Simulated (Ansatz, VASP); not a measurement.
# CdS (Greenockite): VASP beside Ansatz

Aim: how closely do two programs agree when they are given the same cell, functional and k mesh?

Method: plane waves, with VASP 6.6.1 beside it; band structure at HSE06 and band structure at r2SCAN-EpsX, in Ansatz 0.2.0.

The database entry behind the starting cell differs from later determinations by our own check (about 0.35 % long), so it need not match the best structure at ambient conditions.

## (1) Starting point

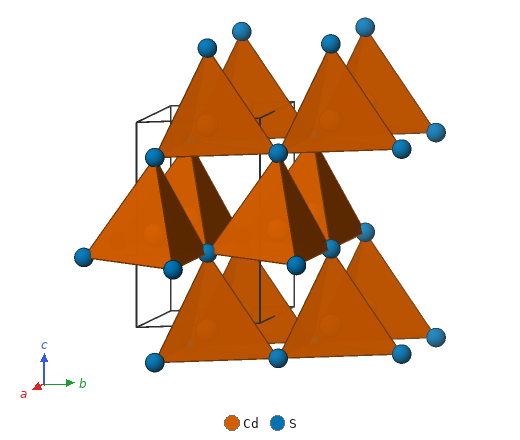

The cell as given, slightly off an axis (cadmium orange, sulfur blue). 2×2×1 cells are drawn. Some periodic images of atoms are drawn too.

## (2) Ansatz: band structure, HSE06

Ansatz runs on its default PAW (the set named soft_2) files.

The same path points are solved in both programs, so levels can be compared one by one.

Input file input.yaml:

```yaml
crystal:
  lattice:
    - [4.15, 0.0, 0.0]
    - [-2.075, 3.5940054257, 0.0]
    - [0.0, 0.0, 6.737]
  atoms:
    - { symbol: Cd, position: [0.6666666667, 0.3333333333, 0.5] }
    - { symbol: Cd, position: [0.3333333333, 0.6666666667, 0.0] }
    - { symbol: S, position: [0.6666666667, 0.3333333333, 0.875] }
    - { symbol: S, position: [0.3333333333, 0.6666666667, 0.375] }
hamiltonian:
  xc: { exchange: pbe, correlation: pbe, exx: { coeff: 0.25, omega: 0.2 } }
  pseudopotentials: { kind: paw }
kpoints:
  mp_grid: { grid: [4, 4, 2] }
  band_path:
    path:
      - [0.0, 0.0, 0.0]
      - [0.44444, 0.0, 0.0]
      - [0.38889, 0.22222, 0.0]
      - [0.18519, 0.18519, 0.0]
      - [0.0, 0.0, 0.11111]
      - [0.0, 0.0, 0.5]
      - [0.44444, 0.0, 0.5]
      - [0.38889, 0.22222, 0.5]
      - [0.18519, 0.18519, 0.5]
      - [0.5, 0.0, 0.38889]
      - [0.33333, 0.33333, 0.0]
      - [0.33333, 0.33333, 0.5]
    npoints: 1
scf:
  occupations: { method: gaussian, width: 0.03 }
  n_extra_bands: 8
output:
  forces: true
  stress: true
  eigenvalues: true
  write_density: true
  write_potential: true
  elf: true
  volumetric_format: npy
```

Launch:

```console
> ansatz run input.yaml --threads 4 --pin off --max-ram 9216MiB --backend cpu --events-out ev --progress --plain --runs-dir out
```

Numbers of over 12 decimals in the logs are rounded to 6 here.

The log of the run:

```text
Warning: output.stress: scf.convergence.dr2_threshold = 1e-7 eV (the SCF's general default) is looser than the 4e-10 eV advised for a printed stress (1e-10 eV for each atom of the cell: 4). What an SCF threshold leaves in a stress goes as its square root, and in the free energy as the threshold itself, and one threshold admits the most on a small cell: [figures from the program's tests cut] Set scf.convergence.dr2_threshold to 4e-10 eV or tighter. The threshold is an SCF's pass mark: one that does not reach it within its budget of iterations ends unconverged, or closes short of it on a stop that the run arms, and scf.convergence.dr2_threshold's page says what that costs each kind of run
Warning: output.stress: scf.exx.energy_threshold = 1e-6 eV is looser than the 4e-8 eV advised for a stress under a hybrid functional (1e-8 eV for each atom of the cell: 4). Every SCF of the exchange loop can meet its threshold on dr2 while the loop round them stops early: no threshold on dr2 bounds what that leaves in the stress. Set scf.exx.energy_threshold to 4e-8 eV or tighter. The threshold is the loop's pass mark: a loop that does not reach it within its budget of cycles ends unconverged, and scf.exx.energy_threshold's page has the law
scf.n_extra_bands = 8 over 26 filled bands (N_el = 52.0): the run solves 34 bands
Engine: ansatz 0.2.0, x86_64-unknown-linux-gnu
Pseudopotentials: kind: paw
Pseudopotential: Cd, paw, valence charge 20, recommended cutoff 420 eV (normal), Cd.paw.azcp
Pseudopotential: S, paw, valence charge 6, recommended cutoff 420 eV (normal), S.paw.azcp
Functional definition: unnamed
  parameter a_1 = 0.25
  parameter omega_1 = 0.2/angstrom
  exchange = pbe_x + (-a_1)*pbe_x_sr(omega_1) + a_1*exact_x_sr(omega_1)
  correlation = pbe_c
Crystal: 4 atoms, lattice volume = 100.483 Å³
Basis set: ecut = 420 eV, 1973 PW (Γ), exchange–correlation on 60×60×96 points (8 copies of the dense FFT grid, shifted against one another)
Bands: 34, of which v1, the nominal top of the filled ones, is band 26 counted from 1 (25 counted from 0)
Symmetry: 12 space group operations
Space group: P63mc (ITA 186), of the structure as read, at distance tolerance 4.6e-5 Å
k-points: 8 of 32
Non-local potential: Cd, projectors of the file, l = 0: 3, l = 1: 2, l = 2: 2, l = 3: 1
Non-local potential: S, projectors of the file, l = 0: 2, l = 1: 2, l = 2: 2
PAW form: soft (Blöchl's): semilocal exchange-correlation on the pseudo side does not see the compensation charge
PAW frozen core: Cd, regenerated for the run's functional, and the local potential with it (the file was generated under x = pbe(κ = 0.804, μ = 0.219515), c = pbe(β = 0.066725))
PAW frozen core: S, regenerated for the run's functional, and the local potential with it (the file was generated under x = pbe(κ = 0.804, μ = 0.219515), c = pbe(β = 0.066725))
PAW one-centre angular grid: Cd, 590 points (default); XC on 64 Gauss nodes
PAW one-centre angular grid: S, 110 points (default); XC on 64 Gauss nodes
Initial density: superposition of atomic densities (neutral atoms: chi_scale 0, normalization atom), corrected by the library's trained network
Initial wavefunctions: pseudopotential atomic-orbital guess
Functional: x = pbe(κ = 0.804, μ = 0.219515), c = pbe(β = 0.066725), warm-up for x = pbe(κ = 0.804, μ = 0.219515) + 0.25 (exact − pbe) at short range (hse, ω = 0.2 Å⁻¹), c = pbe(β = 0.066725)
SCF iter   1: F=—  HF=-18315.599021 eV  |F-HF|=—  |Δ(HF+E_count)|=         —  Δρ=7.90e-4  dr2=4.32e-4  ethr=1.77e-3  ⟨swp⟩=10.8  Hψ=1318  notcnv=0
preconditioner: auto → none  [insulator: Δε(μ)=1.183 eV  Ē_g=12.305 eV  σ=0.030 eV  W_gap=1.00  n_scr=22 (ndim 8)  ℏωp=22.2 eV  f_vac=0.131  D(μ)=0.00/eV (n_scr^D=0)]
iter 2 solved again at ethr=4.64e-8 eV; its pass at ethr=8.31e-7 eV (dr2=2.41e-5 eV) is discarded
SCF iter   2: F=-18315.599375 eV  HF=-18315.599286 eV  |F-HF|=8.93e-5  |Δ(HF+E_count)|=   2.65e-4  Δρ=2.12e-4  dr2=2.41e-5  ethr=4.64e-8  ⟨swp⟩=2.1  Hψ=1304  notcnv=0  defer=1
SCF 1 stopped early in 2 iterations: F = -18315.599375 eV  dr2 = 2.41e-5
  greatest PAW one-centre occupation: 1.000 electrons in one spin orbital (limit 2), on the Cd atom at site 1 (counted from 0), in its partial waves of l = 0
Initial density: handed on by an earlier stage of this run
Initial wavefunctions: those handed on with the density
Functional: x = pbe(κ = 0.804, μ = 0.219515) + 0.25 (exact − pbe) at short range (hse, ω = 0.2 Å⁻¹), c = pbe(β = 0.066725)
Exchange kernel: α = 0.2500, screened, ω = 0.2000 Å⁻¹, Wigner–Seitz truncation, v(0) = 1102.1644 eV·Å³, q-mesh 4×4×2, nearest image of the exchange supercell L = 13.47 Å, pair-density grid 20×20×30, without the augmentation charges, whose exchange is taken in its separable form by FFT convolution over the k-point mesh (sized by the pseudopotential files, 25×25×48 at the most), smooth part of the exact exchange by density-matrix convolution
Frozen-core exchange: fock
SCF iter   1: F=—  HF=-18324.374321 eV  |F-HF|=—  |Δ(HF+E_count)|=         —  Δρ=6.71e-3  dr2=3.56e-2  ethr=4.64e-7  ⟨swp⟩=7.1  Hψ=1356  notcnv=0
preconditioner: auto → none  [insulator: Δε(μ)=2.203 eV  Ē_g=14.372 eV  σ=0.030 eV  W_gap=1.00  n_scr=22 (ndim 8)  ℏωp=22.2 eV  f_vac=0.130  D(μ)=0.00/eV (n_scr^D=0)]
SCF iter   2: F=—  HF=-18324.365090 eV  |F-HF|=—  |Δ(HF+E_count)|=   9.23e-3  Δρ=2.43e-3  dr2=4.14e-3  ethr=4.64e-7  ⟨swp⟩=5.0  Hψ=911  notcnv=0
SCF iter   3: F=—  HF=-18324.378466 eV  |F-HF|=—  |Δ(HF+E_count)|=   1.34e-2  Δρ=1.65e-3  dr2=1.80e-3  ethr=4.64e-7  ⟨swp⟩=4.4  Hψ=914  notcnv=0
SCF iter   4: F=—  HF=-18324.378105 eV  |F-HF|=—  |Δ(HF+E_count)|=   3.60e-4  Δρ=4.58e-4  dr2=1.43e-4  ethr=4.64e-7  ⟨swp⟩=3.0  Hψ=627  notcnv=0
SCF iter   5: F=—  HF=-18324.378311 eV  |F-HF|=—  |Δ(HF+E_count)|=   2.06e-4  Δρ=1.97e-4  dr2=3.17e-5  ethr=2.30e-7  ⟨swp⟩=3.1  Hψ=540  notcnv=0
SCF iter   6: F=-18324.378304 eV  HF=-18324.378304 eV  |F-HF|=1.25e-7  |Δ(HF+E_count)|=   7.00e-6  Δρ=2.35e-5  dr2=2.33e-6  ethr=5.71e-8  ⟨swp⟩=3.0  Hψ=593  notcnv=0
SCF 2 stopped early in 6 iterations: F = -18324.378304 eV  dr2 = 2.33e-6
  Residual-converged pass: ⟨swp⟩=3.9  Hψ=704  notcnv=0  max |occ|·‖R‖ = 6.6e-6 eV (tolerance 6.7e-6 eV)  dr2=2.34e-6  dr2_onsite=1.02e-8  max |Δocc| = 0.0e0
  greatest PAW one-centre occupation: 1.001 electrons in one spin orbital (limit 2), on the Cd atom at site 0 (counted from 0), in its partial waves of l = 1
hybrid outer 1: dexx = +1.574e-2 eV, tail = 4.77e-5 eV
Exchange kernel: α = 0.2500, screened, ω = 0.2000 Å⁻¹, Wigner–Seitz truncation, v(0) = 1102.1644 eV·Å³, q-mesh 4×4×2, nearest image of the exchange supercell L = 13.47 Å, pair-density grid 20×20×30, without the augmentation charges, whose exchange is taken in its separable form by FFT convolution over the k-point mesh (sized by the pseudopotential files, 25×25×48 at the most), smooth part of the exact exchange by density-matrix convolution
Frozen-core exchange: fock
SCF iter   1: F=—  HF=-18324.378393 eV  |F-HF|=—  |Δ(HF+E_count)|=         —  Δρ=4.94e-5  dr2=6.60e-7  ethr=4.59e-7  ⟨swp⟩=5.0  Hψ=658  notcnv=0
preconditioner: auto → none  [insulator: Δε(μ)=2.248 eV  Ē_g=14.309 eV  σ=0.030 eV  W_gap=1.00  n_scr=22 (ndim 8)  ℏωp=22.2 eV  f_vac=0.135  D(μ)=0.00/eV (n_scr^D=0)]
SCF iter   2: F=—  HF=-18324.378392 eV  |F-HF|=—  |Δ(HF+E_count)|=   6.05e-8  Δρ=1.73e-5  dr2=1.71e-7  ethr=1.20e-9  ⟨swp⟩=3.0  Hψ=677  notcnv=0
SCF iter   3: F=—  HF=-18324.378392 eV  |F-HF|=—  |Δ(HF+E_count)|=   2.82e-8  Δρ=4.56e-6  dr2=4.35e-8  ethr=2.58e-10  ⟨swp⟩=3.0  Hψ=636  notcnv=0
SCF iter   4: F=—  HF=-18324.378393 eV  |F-HF|=—  |Δ(HF+E_count)|=   1.55e-7  Δρ=2.53e-6  dr2=9.60e-9  ethr=2.85e-11  ⟨swp⟩=4.2  Hψ=798  notcnv=0
SCF iter   5: F=-18324.378393 eV  HF=-18324.378393 eV  |F-HF|=7.93e-10  |Δ(HF+E_count)|=   2.62e-9  Δρ=1.05e-6  dr2=1.09e-9  ethr=1.52e-11  ⟨swp⟩=3.0  Hψ=544  notcnv=0
SCF 3 converged in 5 iterations: F = -18324.378393 eV  dr2 = 1.09e-9
  Residual-converged pass: ⟨swp⟩=3.0  Hψ=602  notcnv=0  max |occ|·‖R‖ = 5.5e-7 eV (tolerance 6.3e-7 eV)  dr2=1.11e-9  dr2_onsite=8.11e-11  max |Δocc| = 0.0e0
hybrid outer 2: dexx = +4.237e-7 eV, tail = 4.27e-8 eV, Δε = 2.79e-3 eV (about 9.80e-5 eV left of the loop's levels), ΔF = 4.58e-4 eV/Å (tail 2.29e-4)
NSCF: frozen V_eff on 12 k-points
hybrid SCF converged: 2 outer / 11 inner (+2 warm-up), last move |dexx| = 4.24e-7 eV, tail = 4.27e-8 eV
Stability not checked: this state was not tested for a lower state beside it, because the functional holds exact exchange (a hybrid, or Hartree-Fock), whose exchange loop this test does not read (fock_operator; see scf.lower_state_search)
Free energy (F): -18324.378393 eV
Frozen-core exchange: fock
Harris-Foulkes:  -18324.378393 eV  (|F-HF|=7.93e-10)
Internal energy: -18324.378393 eV  (E = F + TS)
E sigma→0 (E₀):  -18324.378393 eV
Fermi energy:    7.203654 eV
--- Per-component energies (eV) ---
  E_band       = -1148.486370
  E_kinetic    = 1225.200793
  E_local      = -8080.067900  (includes V_loc(G=0)·N_el)
  E_nonlocal   = 125.777437
  E_hartree    = 3714.641111
  E_xc         = -437.239857
  E_vxc        = -490.601381  (∫ρ·V_xc dr)
  E_exx        = -200.140001  (= α·E_x^exact, valence–valence)
  E_paw        = -9288.766793  (= ΣΔE_a)
  E_vpaw       = -957.802610  (= ΣTr[D̂ρ^β])
  E_aug_tail   = 0.000032  (compensation charges beyond the density's cutoff)
  E_ewald      = -5382.392226
  E_core_change = -1.390987  (= ΣΔE_core)
  E_smearing   = -0.000000  (= −TS)
  E_closure    = -0.000001  (closes the sum)
  Σ components = -18324.378393   (vs F -18324.378393, Δ=0.00e0)
--- Forces (eV/Å), atoms counted from 1 ---
  atom   1  Cd     0.00000000    -0.00000000    -0.06181202
  atom   2  Cd    -0.00000000     0.00000000    -0.06181202
  atom   3  S      0.00000000    -0.00000000     0.06181051
  atom   4  S     -0.00000000     0.00000000     0.06181051
  max |Σ_I F_I| component: 3.02e-6 eV/Å
--- Stress (GPa, compression-positive) ---
        0.830722       0.000000      -0.000000
        0.000000       0.830722       0.000000
       -0.000000       0.000000       1.207921
  P = ⅓ Tr σ = 0.9565 GPa (9.565 kbar)
--- Band table (eV; the first three rows and the last of 8) ---
  k-point 0: bands = [... 22 lower, 5.2653, 6.0394, 6.0795, 6.0795, 8.3275, 9.9846, 13.7294, 13.7294, ... 4 higher]
  k-point 1: bands = [... 22 lower, 5.6586, 5.6586, 5.6586, 5.6586, 10.0249, 10.0249, 13.4165, 13.4165, ... 4 higher]
  k-point 2: bands = [... 22 lower, 4.0918, 4.6383, 5.5604, 5.6885, 10.1333, 11.2336, 12.7086, 13.6309, ... 4 higher]
  k-point 7: bands = [... 22 lower, 3.9568, 3.9568, 4.8381, 4.8381, 11.4869, 11.4869, 13.0954, 13.0954, ... 4 higher]
```

It took 23 s on 4 threads of Intel Xeon Platinum 8559C (Emerald Rapids), shared host; peak memory 0.96 GiB; 77 s of CPU time.

## (3) VASP: band structure, HSE06

The same cell, functional, mesh and smearing now go to VASP, with its own data sets and cutoff.

Lines of VASP's logs that name or quote its potential files are left out, and so is its time.

Input file INCAR:

```
SYSTEM = CdS
PREC = Accurate
ENCUT = 350
EDIFF = 1E-06
NELM = 100
ISMEAR = 0
SIGMA = 0.03
LREAL = .FALSE.
ALGO = Normal
LHFCALC = .TRUE.
AEXX = 0.25
GGA = PE
HFSCREEN = 0.2
LASPH = .TRUE.
NBANDS = 24
PRECFOCK = Fast
LORBIT = 11
LWAVE = .FALSE.
LCHARG = .FALSE.
KPAR = 4
```

Input file POSCAR:

```
CdS
1.0
    4.1500000000      0.0000000000      0.0000000000
   -2.0750000000      3.5940054257      0.0000000000
    0.0000000000      0.0000000000      6.7370000000
Cd S
2 2
Direct
    0.6666666667      0.3333333333      0.5000000000
    0.3333333333      0.6666666667      0.0000000000
    0.6666666667      0.3333333333      0.8750000000
    0.3333333333      0.6666666667      0.3750000000
```

Input file KPOINTS:

```
Automatic mesh
0
Gamma
4 4 2
0 0 0
```

Input file KPOINTS_OPT:

```
Line mode
10
Line-mode
Reciprocal
  0.00000000   0.00000000   0.00000000 GAMMA
  0.50000000   0.00000000   0.00000000 M

  0.50000000   0.00000000   0.00000000 M
  0.33333333   0.33333333   0.00000000 K

  0.33333333   0.33333333   0.00000000 K
  0.00000000   0.00000000   0.00000000 GAMMA

  0.00000000   0.00000000   0.00000000 GAMMA
  0.00000000   0.00000000   0.50000000 A

  0.00000000   0.00000000   0.50000000 A
  0.50000000   0.00000000   0.50000000 L

  0.50000000   0.00000000   0.50000000 L
  0.33333333   0.33333333   0.50000000 H

  0.33333333   0.33333333   0.50000000 H
  0.00000000   0.00000000   0.50000000 A

  0.50000000   0.00000000   0.50000000 L
  0.50000000   0.00000000   0.00000000 M

  0.33333333   0.33333333   0.00000000 K
  0.33333333   0.33333333   0.50000000 H
```

PAW data sets: Cd and S (PBE family, release 64).

Launch:

```console
> mpirun -np 4 vasp_std
```

The log of the run:

```text
[banner, memory and clock lines left out]
running    4 mpi-ranks, on    1 nodes
 distrk:  each k-point on    1 cores,    4 groups
 distr:  one band on    1 cores,    1 groups

 POSCAR found type information on POSCAR CdS
 POSCAR found :  2 types and       4 ions
 LDA part: xc-table for (Slater+PW92), standard interpolation
 found WAVECAR, reading the header
 POSCAR, INCAR and KPOINTS ok, starting setup
 FFT: planning ... GRIDC
 FFT: planning ... GRID_SOFT
 FFT: planning ... GRID
 reading WAVECAR
 the WAVECAR file was read successfully
 initial charge from wavefunction
 entering main loop
       N       E                     dE             d eps       ncg     rms          rms(c)
DAV:   1    -0.152788361051E+02   -0.15279E+02   -0.25201E+00   400   0.145E+01    0.483E+00
DAV:   2    -0.152587736848E+02    0.20062E-01   -0.19984E-01   424   0.514E+00    0.255E+00
DAV:   3    -0.152424782139E+02    0.16295E-01   -0.37145E-02   472   0.186E+00    0.161E+00
DAV:   4    -0.152406530332E+02    0.18252E-02   -0.68216E-03   440   0.597E-01    0.102E+00
DAV:   5    -0.152404538675E+02    0.19917E-03   -0.83379E-04   448   0.181E-01    0.620E-01
DAV:   6    -0.152403463171E+02    0.10755E-03   -0.60650E-05   432   0.576E-02    0.355E-01
DAV:   7    -0.152403021141E+02    0.44203E-04   -0.23985E-05   432   0.307E-02    0.192E-01
DAV:   8    -0.152402907743E+02    0.11340E-04   -0.98320E-06   432   0.186E-02    0.104E-01
DAV:   9    -0.152402882177E+02    0.25566E-05   -0.33946E-06   448   0.117E-02    0.574E-02
DAV:  10    -0.152402880686E+02    0.14916E-06   -0.13958E-06   352   0.770E-03
   1 F= -.15240288E+02 E0= -.15240288E+02  d E =-.378235E-20
 Start KPOINTS_OPT (optional k-point list driver)
k-point batch [1-8\90]
       N       E                     dE             ncg
DAV:   1     0.408538750044E+03   -0.22796E+04      384
DAV:   2    -0.162630476164E+04   -0.20348E+04      440
DAV:   3    -0.176907383279E+04   -0.14277E+03      432
DAV:   4    -0.177226770958E+04   -0.31939E+01      472
DAV:   5    -0.177230722930E+04   -0.39520E-01      472
DAV:   6    -0.177230793219E+04   -0.70289E-03      448
DAV:   7    -0.177230794981E+04   -0.17616E-04      448
DAV:   8    -0.177230795036E+04   -0.55670E-06      344
[...]
k-point batch [89-90\90]
       N       E                     dE             ncg
DAV:   1     0.572040168108E+04   -0.20171E+04      104
DAV:   2     0.525327112854E+04   -0.46713E+03      112
DAV:   3     0.522739211483E+04   -0.25879E+02      120
DAV:   4     0.522695245461E+04   -0.43966E+00      112
DAV:   5     0.522694797772E+04   -0.44769E-02      112
DAV:   6     0.522694790884E+04   -0.68876E-04      112
DAV:   7     0.522694790728E+04   -0.15641E-05      112
DAV:   8     0.522694790724E+04   -0.38153E-07       72
```

OUTCAR, selected parts (step 3):

```text
ion  position               nearest neighbor table
   1  0.667  0.333  0.500-   3 2.53   4 2.54   4 2.54   4 2.54
   2  0.333  0.667  0.000-   4 2.53   3 2.54   3 2.54   3 2.54
   3  0.667  0.333  0.875-   1 2.53   2 2.54   2 2.54   2 2.54
   4  0.333  0.667  0.375-   2 2.53   1 2.54   1 2.54   1 2.54

  LATTYP: Found a hexagonal cell.
 ALAT       =     4.1500000000
 C/A-ratio  =     1.6233734940

 Subroutine GETGRP returns: Found 12 space group operations
 (whereof  6 operations were pure point group operations)

The static configuration has the point symmetry C_3v.
 The point group associated with its full space group is C_6v.

 Found      8 irreducible k-points:

   k-points           NKPTS =      8   k-points in BZ     NKDIM =     32   number of bands    NBANDS=     24

   dimension x,y,z NGX =    28 NGY =   28 NGZ =   42
   dimension x,y,z NGXF=    56 NGYF=   56 NGZF=   84

   ENCUT  =  350.0 eV  25.72 Ry    5.07 a.u.   6.33  6.33 10.28*2*pi/ulx,y,z

   NELECT =      36.0000    total number of electrons

 k-points in reciprocal lattice and weights: Automatic mesh
   0.00000000  0.00000000  0.00000000       0.031
   0.25000000 -0.00000000  0.00000000       0.188
   0.50000000 -0.00000000  0.00000000       0.094
   0.25000000  0.25000000  0.00000000       0.188
   0.00000000  0.00000000  0.50000000       0.031
   0.25000000 -0.00000000  0.50000000       0.188
   0.50000000 -0.00000000  0.50000000       0.094
   0.25000000  0.25000000  0.50000000       0.188

  exchange ACFDT corr.  =         0.00000000  see jH, gK, PRB 81, 115126

 average (electrostatic) potential at core
       1 -32.8724       2 -32.8724       3 -85.5913       4 -85.5913

 E-fermi :   0.7398

 k-point     1 :       0.0000    0.0000    0.0000
  band No.  band energies     occupation
    ...
     14      -0.2673      2.00000
     15      -0.2673      2.00000
     16       0.5098      2.00000
     17       0.5496      2.00000
     18       0.5496      2.00000
     19       2.7960      0.00000
     20       4.4479      0.00000
     21       8.1952      0.00000
     22       8.1952      0.00000
     23       8.5510      0.00000
    ...

 k-point     2 :       0.2500   -0.0000    0.0000
  band No.  band energies     occupation
    ...
     14      -2.0144      2.00000
     15      -1.4454      2.00000
     16      -0.8963      2.00000
     17       0.0289      2.00000
     18       0.1573      2.00000
     19       4.6068      0.00000
     20       5.6964      0.00000
     21       7.1888      0.00000
     22       8.1052      0.00000
     23       8.7896      0.00000
    ...

 k-point     3 :       0.5000   -0.0000    0.0000
  band No.  band energies     occupation
    ...
     14      -3.1271      2.00000
     15      -2.2515      2.00000
     16      -1.4344      2.00000
     17      -0.8168      2.00000
     18      -0.2312      2.00000
     19       5.4132      0.00000
     20       5.4885      0.00000
     21       6.6573      0.00000
     22       8.2363      0.00000
     23       8.7117      0.00000
    ...

  energy-cutoff  :      350.00
  volume of cell :      100.48
      direct lattice vectors                 reciprocal lattice vectors
     4.150000000  0.000000000  0.000000000     0.240963855  0.139120547  0.000000000
    -2.075000000  3.594005426  0.000000000     0.000000000  0.278241094  0.000000000
     0.000000000  0.000000000  6.737000000     0.000000000  0.000000000  0.148434021

 POSITION                                       TOTAL-FORCE (eV/Angst)
 -----------------------------------------------------------------------------------
      2.07500      1.19800      3.36850        -0.000000      0.000000     -0.062478
     -0.00000      2.39600      0.00000         0.000000     -0.000000     -0.062478
      2.07500      1.19800      5.89487         0.000000     -0.000000      0.062478
     -0.00000      2.39600      2.52637        -0.000000     -0.000000      0.062478
 -----------------------------------------------------------------------------------
    total drift:                                0.000019      0.000069     -0.000442

  FREE ENERGIE OF THE ION-ELECTRON SYSTEM (eV)
  ---------------------------------------------------
  free  energy   TOTEN  =       -15.2402880686 eV

  energy  without entropy=      -15.2402880686  energy(sigma->0) =      -15.24028807

 total charge
# of ion       s       p       d       tot
------------------------------------------
    1        0.395   0.317   9.591  10.303
    2        0.395   0.317   9.591  10.303
    3        1.311   2.430   0.000   3.742
    4        1.311   2.430   0.000   3.742
--------------------------------------------------
tot          3.414   5.494  19.183  28.090

[... 3 further parts left out ...]
```

(Continued in part 2 of 2.)

[Lines on the potential files, build, host, timing and source positions are cut from VASP's logs without a mark.]

[Logs are printed without paths, hosts, clocks, repeated set-up lines and the standing remarks that a program may print on its own settings, such as how far it seeks lower states.]

[Hosts, paths, dates, database ids (printed as entryN), source tags and the programs' standing remarks are cut or masked in the printed files.]
